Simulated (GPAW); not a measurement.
# Core-hole calculation of the Si K edge in SrSi (Cmcm)

Aim: the near-edge shape at the Si K edge of SrSi (Cmcm), and what the core hole does to it.

Method: X-ray absorption from dipole matrix elements to empty bands, plane-wave PAW LDA, in GPAW 26.7.0.

## (1) Set-up

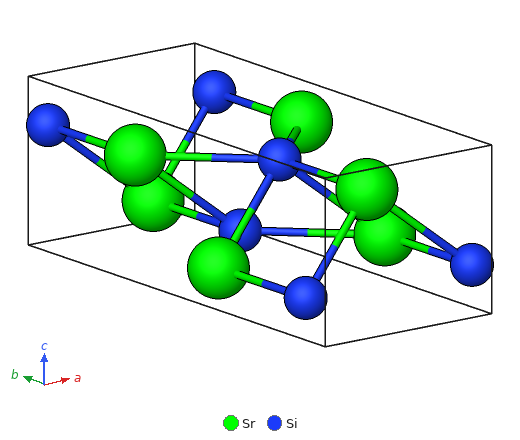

The cell as given, from a free direction (strontium green, silicon blue). This picture shows the conventional cell, with its axes. Some periodic images of atoms are drawn too.

## (2) The field without a hole

A plain self-consistent run shows whether there is a gap, which decides the set-up of the core-hole run.

File scf.py:

```python
import numpy as np
from ase import Atoms
from ase.parallel import parprint, paropen
from gpaw import GPAW, PW, FermiDirac, Mixer, MixerDif, setup_paths
from gpaw.test import gen
setup_paths.insert(0, '.')
gen('Si', name='nch1s', xcname='LDA', corehole=(1, 0, 0), write_xml=True)
from gpaw.mpi import world
world.barrier()

atoms = Atoms('Sr2Si2',
    cell=[[2.415, -5.665, 0],
     [2.415, 5.665, 0],
     [0, 0, 4.04]],
    scaled_positions=[[0.36, 0.64, 0.25],
     [0.64, 0.36, 0.75],
     [0.066, 0.934, 0.25],
     [0.934, 0.066, 0.75]],
    pbc=True)
atoms.calc = calc = GPAW(legacy_gpaw=True, mode=PW(430), xc='LDA', setups={2: 'nch1s'},
    kpts={'size': (6, 6, 6), 'gamma': True}, occupations=FermiDirac(0.05),
    charge=0, mixer=Mixer(0.1, 5, 50), maxiter=150,
    convergence={'density': 0.0001}, txt='scf.txt')
energy = atoms.get_potential_energy() + calc.get_reference_energy()
ef = calc.get_fermi_level()
out = dict(energy=energy, fermi=ef, forces=atoms.get_forces().tolist())
parprint(f'all-electron energy {energy:.4f} eV, Fermi level {ef:.4f} eV')
ev = np.array([[calc.get_eigenvalues(k, s) for k in range(len(calc.get_ibz_k_points()))] for s in range(calc.get_number_of_spins())])
out['homo'], out['lumo'], out['counts'] = ev[ev < ef].max(), ev[ev > ef].min(), sorted(set((ev < ef).sum((0, 2)).tolist()))
out['filled'] = (ev[:, 0] < ef).sum(1).tolist()
import json
with paropen('out.json', 'w') as f:
    json.dump(out, f)
```

Run with:

```sh
$ OMP_NUM_THREADS=1 mpirun -n 4 gpaw python scf.py
```

Numbers of over 12 decimals in the logs are rounded to 6 here.

The log of the run:

```text
Input parameters:
  convergence: {density: 0.0001}
  kpts: {gamma: True,
         size: (6, 6, 6)}
  maxiter: 150
  mixer: {backend: pulay,
          beta: 0.1,
          method: separate,
          nmaxold: 5,
          weight: 50}
  mode: {ecut: 430.0,
         name: pw}
  occupations: {fixmagmom: False,
                name: fermi-dirac,
                width: 0.05}
  setups: {2: nch1s}

Initialize ...

[... PAW data sets ...]

Reference energy: -188510.896502  # eV

Spin-paired calculation

[... convergence settings ...]
Symmetries present (total): 2
  [... symmetry matrices ...]

216 k-points: 6 x 6 x 6 Monkhorst-Pack grid + [1/12,1/12,1/12]
68 k-points in the irreducible part of the Brillouin zone
       k-points in crystal coordinates                weights
   0:     0.00000000    0.00000000    0.00000000          1/216
   1:     0.00000000    0.00000000    0.16666667          2/216
   2:     0.00000000    0.00000000    0.33333333          2/216
   3:     0.00000000    0.00000000    0.50000000          1/216
   4:     0.16666667   -0.16666667   -0.33333333          2/216
   5:     0.16666667   -0.16666667   -0.16666667          2/216
   6:     0.16666667   -0.16666667    0.00000000          2/216
   7:     0.16666667   -0.16666667    0.16666667          2/216
   8:     0.16666667   -0.16666667    0.33333333          2/216
   9:     0.16666667   -0.16666667    0.50000000          2/216
          ...
  67:     0.50000000    0.50000000    0.50000000          1/216

Wave functions: Plane wave expansion
  Cutoff energy: 430.000 eV
  Number of coefficients (min, max): 2220, 2268
  Pulay-stress correction: 0.000000 eV/Ang^3 (de/decut=0.000000)
  Using FFTW library
  Wavefunction extrapolation:
    Improved wavefunction reuse through dual PAW basis

Occupation numbers: Fermi-Dirac:
  width: 0.0500  # eV

Eigensolver
   Davidson(niter=2)

Densities:
  Coarse grid: 30*30*20 grid
  Fine grid: 60*60*40 grid
  Total Charge: 0.000000

Density mixing:
  Method: separate
  Backend: pulay
  Linear mixing parameter: 0.1
  old densities: 5
  Width of damping distribution: 1.1
  Damping of long wavelength oscillations: 50

[... Hamiltonian set-up ...]
Number of atoms: 4
Number of atomic orbitals: 18
Number of bands in calculation: 18
Number of valence electrons: 28
Bands to converge: occupied

... initialized

Initializing position-dependent things.

Density initialized from atomic densities
Creating initial wave functions:
  18 bands from LCAO basis set

             Si
         Sr
           Sr
       Si

Atomic positions and initial magnetic moments

Positions:
   0 Sr     2.415000    1.586200    1.010000    ( 0.0000,  0.0000,  0.0000)
   1 Sr     2.415000   -1.586200    3.030000    ( 0.0000,  0.0000,  0.0000)
   2 Si     2.415000    4.917220    1.010000    ( 0.0000,  0.0000,  0.0000)
   3 Si     2.415000   -4.917220    3.030000    ( 0.0000,  0.0000,  0.0000)

Unit cell:
           periodic     x           y           z      points  spacing
  1. axis:    yes    2.415000   -5.665000    0.000000    30     0.1481
  2. axis:    yes    2.415000    5.665000    0.000000    30     0.1481
  3. axis:    yes    0.000000    0.000000    4.040000    20     0.2020

  Lengths:   6.158283   6.158283   4.040000
  Angles:   90.000000  90.000000 133.822717

Effective grid spacing dv^(1/3) = 0.1831

iter:   1   -18.272129
iter:   2   -18.109315   -1.12  -1.07
iter:   3   -17.899170   -1.60  -1.18
iter:   4   -17.902400   -1.99  -1.36
iter:   5   -17.884013   -2.63  -1.66
iter:   6   -17.879026   -3.60  -2.31
iter:   7   -17.878339c  -3.60  -2.56
iter:   8   -17.878221c  -4.40  -2.78
iter:   9   -17.877865c  -4.47  -2.89
iter:  10   -17.877855c  -6.02  -3.35
iter:  11   -17.877877c  -6.02  -3.68
iter:  12   -17.877852c  -6.02  -3.64
iter:  13   -17.877856c  -7.04  -3.87
iter:  14   -17.877854c  -7.44c -4.04c

Converged after 14 iterations.

Dipole moment: (-0.000000, -0.000000, -0.000000) |e|*Ang

Energy contributions relative to reference atoms: (reference = -188510.896502)

Kinetic:        +11.677120
Potential:       -5.514382
External:        +0.000000
XC:             -23.518303
Entropy (-ST):   -0.012757
Local:           -0.515910
SIC:             +0.000000
--------------------------
Free energy:    -17.884232
Extrapolated:   -17.877854

Showing only first 2 kpts
 Kpt  Band  Eigenvalues  Occupancy
  0    12      4.07628    2.00000
  0    13      5.35166    1.99796
  0    14      6.71403    0.00000
  0    15      6.71911    0.00000

  1    12      3.70209    2.00000
  1    13      6.02606    0.00271
  1    14      6.48514    0.00000
  1    15      6.62981    0.00000

Fermi level: 5.69599

No gap
No difference between direct/indirect transitions

Forces in eV/Ang:
  0 Sr    0.00000   -0.10434   -0.00000
  1 Sr    0.00000    0.10434   -0.00000
  2 Si    0.00000    0.32736    0.00000
  3 Si    0.00000   -0.32736   -0.00000
Scalar-relativistic atomic LDA calculation for Si (Silicon, Z=14)
Core hole in 1s state (1s occupation: 2.0)
450 radial gridpoints.
|------------------------------------------------|
|------------------------------------------------|
[... the atom generator's iteration count ...]

Energy contributions:
-------------------------
Kinetic:     +289.200818
XC:           -19.595459
Potential:   -558.407745
-------------------------
Total:       -288.802385

state      eigenvalue         ekin         rmax
-----------------------------------------------
1s^2.0 :   -65.348349    92.179850        0.073
2s^2.0 :    -5.098251    13.047377        0.456
2p^6.0 :    -3.513548    12.237934        0.387
3s^2.0 :    -0.399754     1.628943        1.773
3p^2.0 :    -0.152955     1.030438        2.146
-----------------------------------------------
(units: Bohr and Hartree)

Generating PAW setup
Kinetic energy of the core from tauc = 284.492433
Cutoffs:
rc(s)=2.000
rc(p)=2.000
rc(d)=2.000
rc(vbar)=1.800
rc(comp)=2.000
rc(nct)=2.000

Kinetic energy of the core states: 283.882055
Charge: 0.0
Core electrons: 10.0
Valence electrons: 4.0
Pseudo-core charge: 0.185992
Shape function alpha=2.500
Pseudo-electron charge 4.425116
state    eigenvalue         norm
--------------------------------
3s(2) :    -0.399754     1.114161
*s    :     0.600246
3p(2) :    -0.152955     1.005401
*p    :     0.847045
*d    :     0.000000
--------------------------------

Diagonalizing with gridspacing h=0.050

state   all-electron     PAW
-------------------------------
3s:      -0.399754    -0.399911
3p:      -0.152955    -0.153089
*d:                    0.032715
*f:                    0.069217
-------------------------------
all-electron energy -188528.7744 eV, Fermi level 5.6960 eV
```

Elapsed: 13 s, on 4 MPI ranks of Arm Neoverse V2, shared host; peak memory 0.2 GiB; 53 s of CPU time.

The mesh shows no gap, so the system is treated as a metal and the core electron is put at the Fermi level (neutral cell).

## (3) Spectrum without a core hole, Si atom 3

Without a hole the spectrum is the empty density of states of the right symmetry on the absorber, weighted by matrix elements. It needs only the small cell and serves as the baseline. The data set with a hole of occupation 0 only carries the core orbital.

The absorber has 2 Si at 2.51 Å (bent, 107°, site symmetry m2m).

File xas.py:

```python
import numpy as np
from ase import Atoms
from ase.parallel import parprint, paropen
from gpaw import GPAW, PW, FermiDirac, Mixer, MixerDif, setup_paths
from gpaw.test import gen
setup_paths.insert(0, '.')
gen('Si', name='nch1s', xcname='LDA', corehole=(1, 0, 0), write_xml=True)
from gpaw.mpi import world
world.barrier()

atoms = Atoms('Sr2Si2',
    cell=[[2.415, -5.665, 0],
     [2.415, 5.665, 0],
     [0, 0, 4.04]],
    scaled_positions=[[0.36, 0.64, 0.25],
     [0.64, 0.36, 0.75],
     [0.066, 0.934, 0.25],
     [0.934, 0.066, 0.75]],
    pbc=True)
atoms.calc = calc = GPAW(legacy_gpaw=True, mode=PW(430), xc='LDA', setups={2: 'nch1s'},
    kpts={'size': (8, 8, 9), 'gamma': True}, occupations=FermiDirac(0.1),
    charge=0, mixer=Mixer(0.1, 5, 50), maxiter=150,
    convergence={'density': 0.0001}, txt='scf.txt')
energy = atoms.get_potential_energy() + calc.get_reference_energy()
ef = calc.get_fermi_level()
out = dict(energy=energy, fermi=ef, forces=atoms.get_forces().tolist())
parprint(f'all-electron energy {energy:.4f} eV, Fermi level {ef:.4f} eV')
ev = np.array([[calc.get_eigenvalues(k, s) for k in range(len(calc.get_ibz_k_points()))] for s in range(calc.get_number_of_spins())])
out['homo'], out['lumo'], out['counts'] = ev[ev < ef].max(), ev[ev > ef].min(), sorted(set((ev < ef).sum((0, 2)).tolist()))
out['filled'] = (ev[:, 0] < ef).sum(1).tolist()

from ase.units import Ha
from gpaw.xas import dipole_matrix_elements
nb = int(calc.get_number_of_electrons() / 2) + 69
top, nb = nb, nb + 8 + nb // 12
nscf = calc.fixed_density(kpts={'size': (7, 7, 8), 'gamma': True}, nbands=nb,
    convergence={'bands': top, 'eigenstates': 1e-5}, maxiter=60, txt='nscf.txt')
cell = atoms.cell.array
ops = [cell.T @ U.T @ np.linalg.inv(cell.T) for U in nscf.wfs.kd.symmetry.op_scc]
E = np.arange(-25, 34, 0.1)
fwhm = np.interp(E, [4, 25], [0.9, 3.5])
Y, X, zero, highest = 0, 0, 1e9, 1e9
for spin in range(nscf.get_number_of_spins()):
    wfs = nscf.wfs
    A = dipole_matrix_elements(wfs.setups[2])
    eps = np.zeros((wfs.kd.nibzkpts, nb))
    d = np.zeros((3, A.shape[1], wfs.kd.nibzkpts, nb), complex)
    for kpt in wfs.kpt_u:
        if kpt.s == spin and 2 in kpt.P_ani:
            eps[kpt.k] = kpt.eps_n * Ha
            d[:, :, kpt.k] = (kpt.weight * wfs.nspins / 2) ** 0.5 * np.inner(A, kpt.P_ani[2])
    world.sum(eps)
    world.sum(d)
    T = np.einsum('amkn,bmkn->abkn', d, d.conj()).real
    T = sum(np.einsum('ai,ijkn,bj->abkn', R, T, R) for R in ops) / len(ops)
    empty = eps > ef
    zero, highest = min(zero, eps[empty].min()), min(highest, eps[:, top - 1].min())
    lines = [(eps, T, empty)] if spin == 0 else lines + [(eps, T, empty)]
for eps, T, empty in lines:
    f = np.einsum('aakn->akn', T).reshape(3, -1)
    x = eps.ravel() - zero
    w = np.interp(x, E, fwhm) / 2.35482
    g = np.exp(-0.5 * ((E[:, None] - x) / w) ** 2) / (w * (2 * np.pi) ** 0.5)
    Y = Y + (f * empty.ravel()) @ g.T
    X = X + (f * ~empty.ravel()) @ g.T
out.update(E=E.round(2).tolist(), xas=Y.tolist(), xes=X.tolist(), zero=zero, valid=highest - zero, nk=len(eps), nb=nb)
for i in range(0, len(E), 10):
    parprint(f'{E[i]:7.2f}', *(f'{v:10.3e}' for v in Y[:, i]))
import json
with paropen('out.json', 'w') as f:
    json.dump(out, f)
```

Run with:

```sh
$ OMP_NUM_THREADS=1 mpirun -n 4 gpaw python xas.py
```

The log of the run:

```text
Input parameters:
  convergence: {density: 0.0001}
  kpts: {gamma: True,
         size: (8, 8, 9)}
  maxiter: 150
  mixer: {backend: pulay,
          beta: 0.1,
          method: separate,
          nmaxold: 5,
          weight: 50}
  mode: {ecut: 430.0,
         name: pw}
  occupations: {fixmagmom: False,
                name: fermi-dirac,
                width: 0.1}
  setups: {2: nch1s}

Initialize ...

[...]
*p    :     0.847045
*d    :     0.000000
--------------------------------

Diagonalizing with gridspacing h=0.050

state   all-electron     PAW
-------------------------------
3s:      -0.399754    -0.399911
3p:      -0.152955    -0.153089
*d:                    0.032715
*f:                    0.069217
-------------------------------
all-electron energy -188528.7722 eV, Fermi level 5.6838 eV
[...]
32.00  4.283e-06  4.365e-06  3.995e-06
  33.00  4.332e-06  4.339e-06  4.031e-06
[key lines of the parts left out:]
Converged after 15 iterations.
Dipole moment: (-0.000000, -0.000000, -0.000000) |e|*Ang
Free energy:    -17.902388
Fermi level: 5.68382
```

The job ended after 1.7 min (4 MPI ranks; peak memory 0.46 GiB; 6.9 min of CPU time).

The Si K spectrum, Si atom 3, no core hole (energy from the lowest empty level; intensity scaled to a mean of 1 over the first 20 eV; polarised curves are means over the symmetry-equivalent atoms):

```csv
E (eV),isotropic,ε ∥ x,ε ∥ y,ε ∥ z
-2.0,0.00,0.00,0.00,0.00
-0.5,0.05,0.06,0.04,0.05
1.0,0.63,0.56,0.62,0.71
2.5,0.75,0.48,0.79,0.98
4.0,0.96,0.77,1.02,1.07
5.5,1.34,1.35,1.32,1.35
7.0,1.62,1.73,1.76,1.37
8.5,1.51,1.89,1.43,1.20
10.0,1.03,1.07,0.90,1.14
11.5,0.93,0.81,0.80,1.19
13.0,0.84,0.66,0.92,0.92
14.5,0.83,0.57,0.93,0.99
16.0,0.85,0.68,0.82,1.04
17.5,0.86,0.82,0.88,0.87
19.0,0.93,0.95,1.02,0.82
20.5,1.00,1.07,1.01,0.91
22.0,0.96,1.02,0.91,0.94
23.5,0.91,0.91,0.84,0.97
25.0,0.86,0.85,0.81,0.92
26.5,0.81,0.84,0.80,0.78
28.0,0.78,0.84,0.80,0.69
29.5,0.76,0.80,0.80,0.67
```

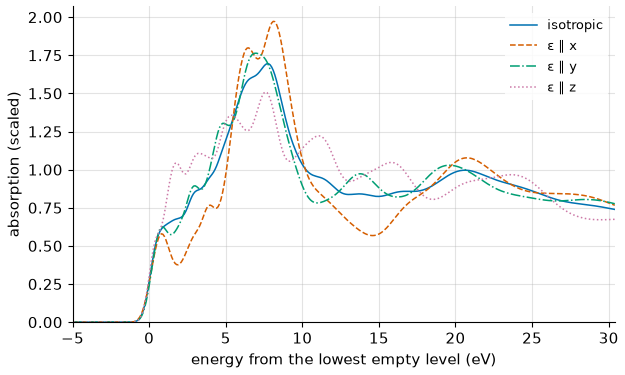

The Si K edge, Si atom 3, no core hole: main maxima at 7.7 and 20.6 eV.

Main maxima below 24 eV (height): 7.7 eV (1.69) and 20.6 eV (1.00). A K edge sees empty p states on the absorber.

The same matrix elements for filled bands give the Si K emission of Si atom 3 (ground-state approximation; energy from the lowest empty level, largest value 1):

```csv
E (eV),emission
-24.0,0.00
-22.5,0.00
-21.0,0.00
-19.5,0.00
-18.0,0.00
-16.5,0.00
-15.0,0.00
-13.5,0.00
-12.0,0.00
-10.5,0.00
-9.0,0.03
-7.5,0.04
-6.0,0.05
-4.5,0.03
-3.0,0.68
-1.5,0.99
0.0,0.13
1.5,0.00
3.0,0.00
```

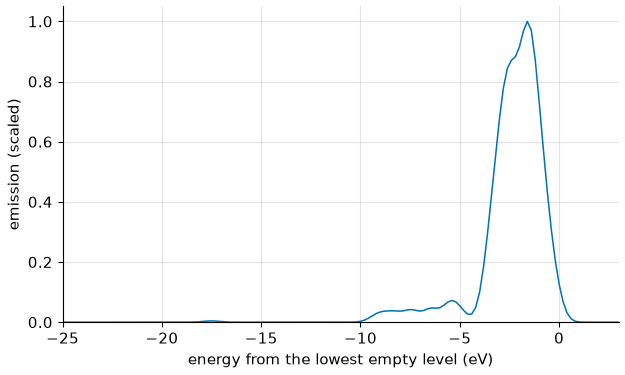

X-ray emission from the filled bands.

Emission maxima: -1.6 eV (1.00).

## (4) Supercell without a hole, the energy reference

The photon energy needs a difference of total energies, so the cell and mesh of the coming hole run are first run without a hole.

Changes to scf.py since step 2:

```diff
@@ -10,13 +10,25 @@
 
-atoms = Atoms('Sr2Si2',
-    cell=[[2.415, -5.665, 0],
-     [2.415, 5.665, 0],
-     [0, 0, 4.04]],
-    scaled_positions=[[0.36, 0.64, 0.25],
-     [0.64, 0.36, 0.75],
-     [0.066, 0.934, 0.25],
-     [0.934, 0.066, 0.75]],
+atoms = Atoms('Sr8Si8',
+    cell=[[2.415, -5.665, 4.04],
+     [2.415, 5.665, 4.04],
+     [-4.83, 0, 8.08]],
+    scaled_positions=[[0.1725, 0.4525, 0.8125],
+     [0.4225, 0.7025, 0.0625],
+     [0.6725, 0.9525, 0.3125],
+     [0.9225, 0.2025, 0.5625],
+     [0.5775, 0.2975, 0.9375],
+     [0.8275, 0.5475, 0.1875],
+     [0.0775, 0.7975, 0.4375],
+     [0.3275, 0.0475, 0.6875],
+     [0.8785, 0.7465, 0.8125],
+     [0.1285, 0.9965, 0.0625],
+     [0.3785, 0.2465, 0.3125],
+     [0.6285, 0.4965, 0.5625],
+     [0.8715, 0.0035, 0.9375],
+     [0.1215, 0.2535, 0.1875],
+     [0.3715, 0.5035, 0.4375],
+     [0.6215, 0.7535, 0.6875]],
     pbc=True)
-atoms.calc = calc = GPAW(legacy_gpaw=True, mode=PW(430), xc='LDA', setups={2: 'nch1s'},
-    kpts={'size': (6, 6, 6), 'gamma': True}, occupations=FermiDirac(0.05),
+atoms.calc = calc = GPAW(legacy_gpaw=True, mode=PW(430), xc='LDA', setups={8: 'nch1s'},
+    kpts={'size': (4, 4, 3), 'gamma': True}, occupations=FermiDirac(0.1),
     charge=0, mixer=Mixer(0.1, 5, 50), maxiter=150,
```

Run with:

```sh
$ OMP_NUM_THREADS=1 mpirun -n 4 gpaw python scf.py
```

The log of the run:

```text
Input parameters:
  convergence: {density: 0.0001}
  kpts: {gamma: True,
         size: (4, 4, 3)}
  maxiter: 150
  mixer: {backend: pulay,
          beta: 0.1,
          method: separate,
          nmaxold: 5,
          weight: 50}
  mode: {ecut: 430.0,
         name: pw}
  occupations: {fixmagmom: False,
                name: fermi-dirac,
                width: 0.1}
  setups: {8: nch1s}

Initialize ...

[...]
3s(2) :    -0.399754     1.114161
*s    :     0.600246
3p(2) :    -0.152955     1.005401
*p    :     0.847045
*d    :     0.000000
--------------------------------

Diagonalizing with gridspacing h=0.050

state   all-electron     PAW
-------------------------------
3s:      -0.399754    -0.399911
3p:      -0.152955    -0.153089
*d:                    0.032715
*f:                    0.069217
-------------------------------
all-electron energy -754115.1017 eV, Fermi level 5.6831 eV
[key lines of the parts left out:]
Converged after 14 iterations.
Dipole moment: (0.000000, 0.000000, 0.000000) |e|*Ang
Free energy:    -71.616148
Fermi level: 5.68306
```

Run time: 95 s. Hardware: 4 MPI ranks; peak memory 0.4 GiB; 6.3 min of CPU time.

Reference energy: -754115.102 eV with the cores included.

(Continued in part 2 of 2.)

[Banner, clock and machine lines of the logs are left out without a mark of their own.]

[Logs are printed without paths, hosts, clocks, repeated set-up lines and the standing remarks that a program may print on its own settings, such as how far it seeks lower states.]

[Hosts, paths, dates, database ids (printed as entryN), source tags and the programs' standing remarks are cut or masked in the printed files.]

[Lists of maxima count a maximum above −3 eV only where it reaches 4 % of the highest in the window and stands out from its surroundings by 2 % of it (1.5 % where it reaches 55 %); shoulders and weaker maxima are passed over, and of the rest the first, up to two pre-edge ones and the few strongest are named.]
